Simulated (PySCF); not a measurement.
**C₃H₉AlF₂O: density, localisation and related maps**

```xyz
16

C    -0.5243    1.5939   -0.3953
O    -0.5389    0.1978   -0.1481
Al   -1.7792   -0.9164    0.7435
C     0.5644   -0.5241   -0.6270
C     1.8070   -0.3505    0.2480
F     2.3998    0.8503    0.0259
F     2.7249   -1.2830   -0.0758
H    -1.4680    1.9708   -0.0042
H     0.3059    2.0825    0.1167
H    -0.4627    1.7899   -1.4684
H    -2.1269   -1.8660   -0.4666
H    -0.7919   -1.5145    1.8249
H    -2.7664    0.2369    1.1391
H     0.2719   -1.5801   -0.5834
H     0.8007   -0.2483   -1.6618
H     1.5760   -0.4304    1.3209
```

Geometry: GFN2-xTB.

The calculation used PBE0/pcSseg-1, SCF density, gas phase, non-relativistic in PySCF 2.14.0.

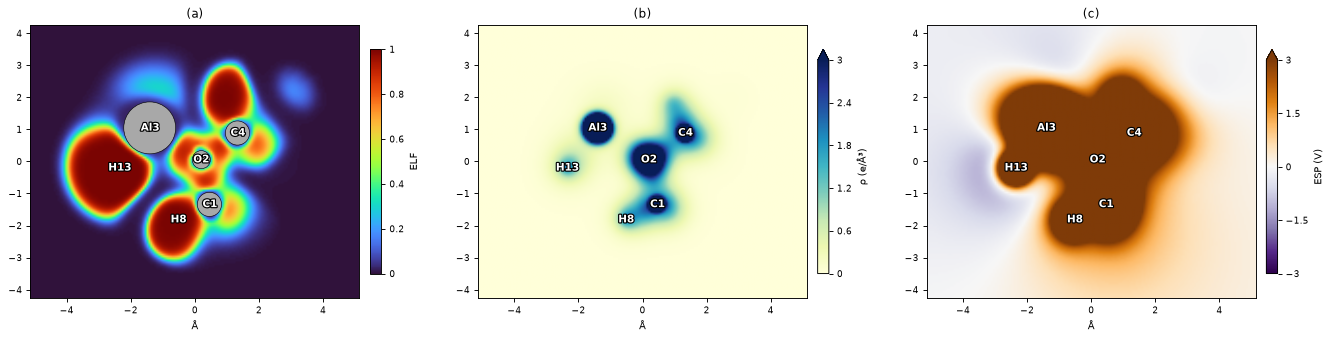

Figure 1. (a) ELF; (b) electron density; (c) electrostatic potential on the plane of atoms C1, O2 and C4. Grey discs cover the atomic cores in the ELF map.

Q: Interpret the plot.

A:
- The section cuts through C, O, Al and H sites.
- C–O (1.40 Å): ρ is about 2.1 e/Å³ halfway, with its minimum of 1.7 e/Å³ about 0.5 Å from C; the ELF peaks at about 0.90 between the atoms: a shared but strongly polarised pair.
- Al–O (1.89 Å): the density is about 0.5 e/Å³ at the midpoint; the ELF peaks at about 0.90 in the valence shell of O, 0.6 Å from its nucleus, and is about 0.45 at the midpoint.
- C–H (1.09 Å): ρ at the midpoint is about 2.1 e/Å³; the ELF climbs to about 1 towards the hydrogen, as it does in any bond to H (a covalent bond by its length).
- Al–H (1.57 Å): the density is about 0.55 e/Å³ at the midpoint; the ELF climbs to about 1 towards the hydrogen.
- Outside the dense part of the molecule the potential is most negative (−1.1 V) near H13.

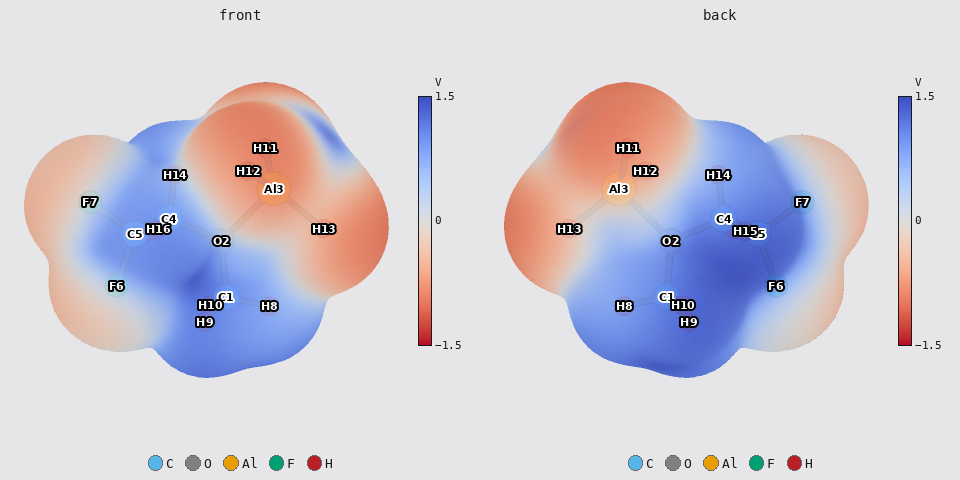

Figure 2. The molecular electrostatic potential painted on the density surface at 0.001 e/bohr³, seen from the front and from behind; the colour scale runs from red (negative) to blue (positive).

Q: Which sites attract a positive test charge, and which a negative one?

A: A positive charge is drawn to the negative regions and a negative charge to the positive ones. The most negative region (about −1.0 V, or −23 kcal/mol for a unit charge) lies over H11 and H13, the most positive (about +1.4 V, or +32 kcal/mol for a unit charge) over H10 and H15.
